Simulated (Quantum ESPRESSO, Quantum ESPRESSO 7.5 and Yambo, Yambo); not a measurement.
# KCl (Sylvite): G0W0 on several meshes in Yambo

Wanted: mesh dependence and cost of G0W0 for KCl (Sylvite).

Calculated with Quantum ESPRESSO 7.5 and Yambo 5.3.0; PBE and many-body steps on it, plane waves.

### 1. Set-up

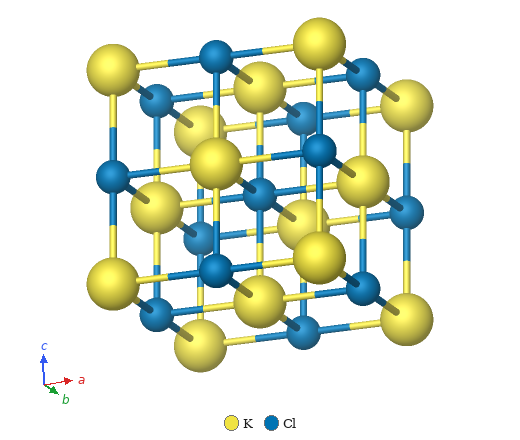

Start, viewed from a free direction; potassium yellow, chlorine blue. This picture shows the conventional cell, with its axes. Some periodic images of atoms are drawn too.

As a file:

```cif
data_structure
_symmetry_space_group_name_H-M 'P 1'
_symmetry_Int_Tables_number 1
_cell_length_a 4.4498
_cell_length_b 4.4498
_cell_length_c 4.4498
_cell_angle_alpha 60.000
_cell_angle_beta 60.000
_cell_angle_gamma 60.000
_cell_volume 62.30
loop_
_atom_site_label
_atom_site_type_symbol
_atom_site_fract_x
_atom_site_fract_y
_atom_site_fract_z
_atom_site_occupancy
K1 K 0.00000 0.00000 0.00000 1
Cl2 Cl 0.50000 0.50000 0.50000 1
```

The cell and positions come from the Crystallography Open Database and are kept as given unless a step says otherwise.

### 2. Empty states on the mesh, 4×4×4 mesh, 743 bands

This step: Quantum ESPRESSO 7.5; DFT, PBE, plane waves, norm-conserving pseudopotentials.

The sums over transitions need many empty states on a uniform mesh; this step solves for them.

pw.in

```
&control
  calculation = 'nscf'
  prefix = 'x'
  outdir = 'o'
  pseudo_dir = 'pseudo'
/
&system
  ibrav = 0
  nat = 2
  ntyp = 2
  ecutwfc = 66.0
  nbnd = 743
  force_symmorphic = .true.
/
&electrons
  conv_thr = 1e-9
  electron_maxstep = 80
  diago_full_acc = .true.
  diago_thr_init = 5e-6
/
ATOMIC_SPECIES
  K 39.098 K.upf
  Cl 35.45 Cl.upf
CELL_PARAMETERS angstrom
  -0.0000000000 3.1464700000 3.1464700000
  3.1464700000 0.0000000000 3.1464700000
  3.1464700000 3.1464700000 -0.0000000000
ATOMIC_POSITIONS crystal
  K 0.0000000000 0.0000000000 0.0000000000
  Cl 0.5000000000 0.5000000000 0.5000000000
K_POINTS automatic
  4 4 4 0 0 0
```

On the command line:

```bash
> OMP_NUM_THREADS=1 mpirun -n 4 pw.x -nk 4 -in pw.in > pw.out
```

The log of the run:

```text
Program PWSCF v.7.5 starts

     This program is part of the open-source Quantum ESPRESSO suite
     for quantum simulation of materials; please cite
         "P. Giannozzi et al., J. Phys.:Condens. Matter 21 395502 (2009);
         "P. Giannozzi et al., J. Phys.:Condens. Matter 29 465901 (2017);
         "P. Giannozzi et al., J. Chem. Phys. 152 154105 (2020);
     in publications or presentations arising from this work. More details at

     Atomic positions and unit cell read from directory:
     o/x.save/

     Message from routine setup:
[...]
55.3085  56.2237  56.2237  56.2615  60.4230  60.4230  60.9455  60.9455
     [... 81 further rows ...]
   292.5602 292.6266 293.1015 293.1524 293.2644 293.2644 293.5957 293.5957
   293.8413 293.8413 293.9484 293.9484 294.2981 294.4234 294.5244

          k = 0.3536 0.0000 0.0000 (  3831 PWs)   bands (ev):

     [... further k-points ...]

     highest occupied, lowest unoccupied level (ev):     0.9045    6.0941

     XML data file, pseudopotentials, collected wavefunctions

=------------------------------------------------------------------------------=
   JOB DONE.
=------------------------------------------------------------------------------=
```

Run time: 2.2 min. Hardware: 4 MPI ranks of Intel Xeon Platinum 8259CL at 2.50GHz (Skylake/Cascade Lake), shared host; peak memory 1.5 GiB; 8.7 min of CPU time.

Numbers from this step:

```
gap                                                           : 5.190 eV
k of the valence top                                          : 0, 0, 0
k of the conduction bottom                                    : 0, 0, 0
least direct gap                                              : 5.190 eV
k points computed                                             : 8
lowest point of the top converged band, above the valence top : 292.3800 eV
```

On this mesh the gap is 5.190 eV.

The density comes from a self-consistent run that is not shown.

### 3. Conversion and set-up

This step: Yambo 5.3.0; conversion and set-up on PBE, plane waves, norm-conserving pseudopotentials.

The states are converted to the many-body program's format and the q mesh is built.

On the command line:

```bash
> (cd o/x.save; p2y > p2y.log; mv SAVE ../..); yambo > setup.log
```

The log of the run:

```text
 Yambo, version 5.3.0

 [02] CORE Variables Setup
 =========================

  [02.01] Unit cells
  ==================

  Cell kind             :  FCC
  Atoms in the cell     :  K  Cl
  number of K  atoms    :  1
  number of Cl atoms    :  1

  List of atomic masses
  Mass of K     :  39.09800
  Mass of Cl    :  35.45000

  List of atomic coordinates    : [cc]
  K1       :  0.000000  0.000000  0.000000  order 1
  Cl1       :  5.945967  5.945967  5.945967  order 2

  Alat factors          :  5.945967  5.945967  5.945967 [a.u.]
  Direct lattice volume :  420.4336 [a.u.]
[...]
==========================================

 IBZ Q-points                                      :   8
 BZ  Q-points                                      :   64

 K/Q-points units:
 rlu = crystal or reduced units; cc = cartesian coordinates; iku = interal k-units

 Q [1]          [rlu]:  0.000000  0.000000  0.000000
 Q [2]          [rlu]: -0.15791E-17 -0.15791E-17  0.25000
 Q [3]          [rlu]:  0.17883E-18  0.17883E-18 -0.50000
[...]
Q [7]          [rlu]: -0.10257E-16 -0.50000     -0.50000
 Q [8]          [rlu]:  0.250000 -0.500000 -0.250000

  [03.01] X indexes
  =================

   [03.01.01] Sigma indexes
   ========================

 [06] Game Over & Game summary
```

Run time: 4 s. Hardware: 1 MPI rank; peak memory 0.25 GiB.

### 4. 4×4×4

G0W0 replaces the xc potential by the self-energy, built once from these orbitals. Only a window of levels is corrected, while the sums run over the empty bands that the input names.

This step: G0W0 on PBE, plane waves, norm-conserving pseudopotentials.

gw2.in

```
HF_and_locXC
gw0
dyson
ppa
em1d
rim_cut
RandQpts= 1000000
RandGvec= 1 RL
EXXRLvcs= 66 Ry
VXCRLvcs= 264 Ry
Chimod= "HARTREE"
% BndsRnXp
 1 | 307 |
%
NGsBlkXp= 17 Ry
% LongDrXp
 1 | 1 | 1 |
%
% GbndRnge
 1 | 307 |
%
DysSolver= "n"
ExtendOut
PPAPntXp= 27.21138 eV
% QPkrange
 1 | 1 | 7 | 10 |
%
```

On the command line:

```bash
> OMP_NUM_THREADS=1 mpirun -n 4 yambo -F gw2.in -J gw2 -C gw2 > gw2.log
```

The log of the run:

```text
 Yambo, version 5.3.0

 [02] CORE Variables Setup
 =========================

  [... cell, symmetries and grids as in the set-up ...]

  [02.05] Energies & Occupations
  ==============================

  [X] === General ===
  [X] Electronic Temperature                        :  0.000000  0.000000 [eV K]
  [X] Bosonic    Temperature                        :  0.000000  0.000000 [eV K]
  [X] Finite Temperature mode                       : no
  [X] El. density                                   :  0.25681E+24 [cm-3]
  [X] Fermi Level                                   :  0.904510 [eV]

  [X] === Gaps and Widths ===
  [X] Conduction Band Min                           :  5.189547 [eV]
  [X] Valence Band Max                              :  0.000000 [eV]
  [X] Filled Bands                                  :   8
  [X] Empty Bands                                   :     9   743
  [X] Direct Gap                                    :  5.189547 [eV]
  [X] Direct Gap localized at k                     :  1
  [X] Indirect Gap                                  :  5.189547 [eV]
  [X] Indirect Gap between kpts                     :  1  1
  [X] Last valence band width                       :  0.471834 [eV]
  [X] 1st conduction band width                     :  2.840959 [eV]

 [03] Transferred momenta grid and indexing
 ==========================================

 IBZ Q-points                                      :   8
 BZ  Q-points                                      :   64

 K/Q-points units:
 rlu = crystal or reduced units; cc = cartesian coordinates; iku = interal k-units

 Q [1]          [rlu]:  0.000000  0.000000  0.000000
 Q [2]          [rlu]: -0.15791E-17 -0.15791E-17  0.25000
 Q [3]          [rlu]:  0.17883E-18  0.17883E-18 -0.50000
 Q [4]          [rlu]:  0.51284E-17  0.25000      0.25000
 Q [5]          [rlu]: -0.24866E-16  0.25000      0.50000
 Q [6]          [rlu]:  0.31581E-17  0.25000     -0.25000
 Q [7]          [rlu]: -0.10257E-16 -0.50000     -0.50000
 Q [8]          [rlu]:  0.250000 -0.500000 -0.250000

 [04] Coloumb potential Random Integration (RIM)
 ===============================================

  [04.01] RIM initialization
  ==========================

  * Diagonal components only detected *

  8 x (sBL volume)        :  0.073748 [a.u.]
  sBZ random points       :  1000000
  Points outside the sBZ  :   7999624
  RL volume               :  0.589987 [a.u.]
  Integrated volume       :  0.590014 [a.u.]

  [04.02] RIM integrals
  =====================

  Gamma point sphere radius             :  0.076068 [a.u.]
  Points outside the sphere             :   799635
  [Int_sBZ(q=0) 1/q^2]*(Vol_sBZ)^(-1/3) =:  7.763403
                                 should be <:  7.795600

  Summary of Coulomb integrals for non-metallic bands |Q|[au] RIM/Bare

  Q [1] 0.100000E-4 0.995870 * Q [2] 0.228785 1.064378
  Q [4] 0.264178 1.063960 * Q [6] 0.373605 1.026260
  Q [5] 0.438090 1.019161 * Q [3] 0.457571 1.016674
  Q [7] 0.528357 1.013019 * Q [8] 0.590721 1.010006

 [WARNING] [Xp] User bands 1-307 break level degeneracy

 [05] Dipoles
 ============

  [05.01] Setup: observables and procedures
  =========================================

 [06] Dynamic Dielectric Matrix (PPA)
 ====================================

 [WR./gw2//ndb.pp]---------------------------------------------------------------
  Brillouin Zone Q/K grids (IBZ/BZ)                :    8   64    8   64
  RL vectors                                       :   4645 [WF]
  Coulomb cutoff potential                         : none
  Electronic Temperature                           :  0.000000 [K]
  Bosonic    Temperature                           :  0.000000 [K]
  PPA    diel. fun.  energies                      : Perdew, Burke & Ernzerhof(X)+Perdew, Burke & Ernzerhof(C)
  wavefunctions                                    : Perdew, Burke & Ernzerhof(X)+Perdew, Burke & Ernzerhof(C)
  Global Gauge                                     : length
  X matrix size                                    :   537
  X band range                                     :    1  307
  X e/h energy range                               : -1.000000 -1.000000 [eV]
  X Time ordering                                  : R
  X Hxc Kernel                                     : HARTREE
  X Drude frequency                                :  0.000000  0.000000
  X poles                                          :  100.0000 [o/o]
  RL vectors in the sum                            :   4645
  [r,Vnl] included                                 : yes
  Field direction                                  :  0.577350E-5  0.577350E-5  0.577350E-5
  BZ energy Double Grid                            : no
  BZ energy DbGd points                            : 0
  BZ Q point size factor                           : -1.000000
  X Optical Averaged directions                    : none

 [07] Local Exchange-Correlation + Non-Local Fock
 ================================================

 [VXC] Plane waves :  30467
 [EXS] Plane waves :   3943

 QP @ state[ 1 ] K range:  1  1
 QP @ state[ 1 ] b range:   7  10

 [xc] Functional : Perdew, Burke & Ernzerhof(X)+Perdew, Burke & Ernzerhof(C)
 [xc] LIBXC used to calculate xc functional
  PP Number of Atomic Species                      :  2
  NLCC RL compoments                               :  30467
  PP Number of Atomic Species                      :  2
  NLCC RL compoments                               :  30467

 [xc] E_xc :  -7.315493 [Ha]
      E_xc :  -14.63099 [Ry]

  Local XC kind (lXC) : Perdew, Burke & Ernzerhof(X)+Perdew, Burke & Ernzerhof(C)
  Non-Local XC kind (nlXC) : Hartree-Fock

  Corrections @ K [1] :  [eV]
 <7|nlXC|7> = -18.61843  0.36386E-17 <7|lXC|7> = -14.14755  0.000000
 <8|nlXC|8> = -18.61839  0.63390E-17 <8|lXC|8> = -14.14755 -0.75527E-15
 <9|nlXC|9> = -3.270736  0.26382E-18 <9|lXC|9> = -6.954806 -0.18882E-15
 <10|nlXC|10> = -4.064588  0.12840E-17 <10|lXC|10> = -8.956462  0.47204E-16

 [08] Dyson equation: Newton solver
 ==================================

  [08.01] G0W0 (W PPA)
  ====================

  [  GW  ] Bands range     :    1  307
  [GW/PPA] G damping       :  0.100000 [eV]

  QP @ state[ 1 ] K range:  1  1
  QP @ state[ 1 ] b range:   7  10

   Sc/G bands                                       :    1  307
   Sc/G damping                                     :  0.100000 ev
   Sc bands terminator                              : no
   Sx RL components                                 :   3943

   QP @ state[ 1 ] K range                          :  1  1
   QP @ state[ 1 ] b range                          :   7  10
   GF energies kind                                 : Perdew, Burke & Ernzerhof(X)+Perdew, Burke & Ernzerhof(C)
   GF WF`s kind                                     : Perdew, Burke & Ernzerhof(X)+Perdew, Burke & Ernzerhof(C)
   Xs energies kind                                 : Perdew, Burke & Ernzerhof(X)+Perdew, Burke & Ernzerhof(C)
   Xs WF`s kind                                     : Perdew, Burke & Ernzerhof(X)+Perdew, Burke & Ernzerhof(C)

 [11] Game Over & Game summary
```

It took 10 min on 4 MPI ranks; peak memory 2.2 GiB; 40 min of CPU time.

Numbers from this step:

```
G0W0 gap on the points computed              : 8.190 eV
starting gap on the mesh                     : 5.190 eV
k of the valence top                         : 0, 0, 0
k of the conduction bottom                   : 0, 0, 0
least direct G0W0 gap on the computed points : 8.190 eV
Z at the valence top                         : 0.8156
Z at the conduction bottom                   : 0.8785
```

The gap on the mesh goes from 5.19 eV to 8.19 eV, a correction of +3.00 eV.

### 5. Empty states on the mesh, 2×2×2 mesh, 307 bands

This step: Quantum ESPRESSO 7.5; DFT, PBE, plane waves, norm-conserving pseudopotentials.

Changes to pw.in since step 2:

```diff
@@ -11,3 +11,3 @@
   ecutwfc = 66.0
-  nbnd = 743
+  nbnd = 307
   force_symmorphic = .true.
@@ -31,2 +31,2 @@
 K_POINTS automatic
-  4 4 4 0 0 0
+  2 2 2 0 0 0
```

On the command line:

```bash
> OMP_NUM_THREADS=1 mpirun -n 4 pw.x -nk 4 -in pw.in > pw.out
```

The log of the run:

```text
[banner, memory and clock lines left out]
Program PWSCF v.7.5 starts

     Atomic positions and unit cell read from directory:
     o/x.save/

     Message from routine setup:
     using ibrav=0 with symmetry is DISCOURAGED, use correct ibrav instead

     Message from routine divide_et_impera:
     suboptimal parallelization: some nodes have no k-points

     G-vector sticks info

     bravais-lattice index     =            0
     lattice parameter (alat)  =       8.4089  a.u.
     unit-cell volume          =     420.4336 (a.u.)^3
     number of atoms/cell      =            2
[...]
[... 27 further rows ...]
[...]
160.2309 160.3426 160.3426

          k =-0.3536-0.3536 0.3536 (  3798 PWs)   bands (ev):

[...]
[... 27 further rows ...]
[...]
160.3251 160.9908 160.9908

          k =-0.7071 0.0000 0.0000 (  3812 PWs)   bands (ev):

[...]
54.7003  58.4011  59.0768  59.2564  59.8554  59.8554  61.0034  61.0034
     [... 27 further rows ...]
   157.7032 157.7032 157.8200 157.8414 158.2173 158.2173 158.6697 158.6912
   160.1674 160.1674 160.3753

     highest occupied, lowest unoccupied level (ev):     0.9045    6.0941

     XML data file, pseudopotentials, collected wavefunctions
```

It took 14 s on 4 MPI ranks; peak memory 0.55 GiB; 55 s of CPU time.

This step gave:

```yaml
gap: 5.190 eV
k_of_the_valence_top: 0, 0, 0
k_of_the_conduction_bottom: 0, 0, 0
least_direct_gap: 5.190 eV
k_points_computed: 3
lowest_point_of_the_top_converged_band_above_the_valence_top: 159.4381 eV
```

On this mesh the gap is 5.190 eV.

(Part 1 of 2 ends here.)

[Paths, hosts, dates, memory and timing lines, banners, echoed tables and standing remarks are left out of the program output.]

[Logs are printed without paths, hosts, clocks, repeated set-up lines and the standing remarks that a program may print on its own settings, such as how far it seeks lower states.]

[Runs of the session that timed out or met a known fault of the program may be left out.]

[Hosts, paths, dates, database ids (printed as entryN), source tags and the programs' standing remarks are cut or masked in the printed files.]
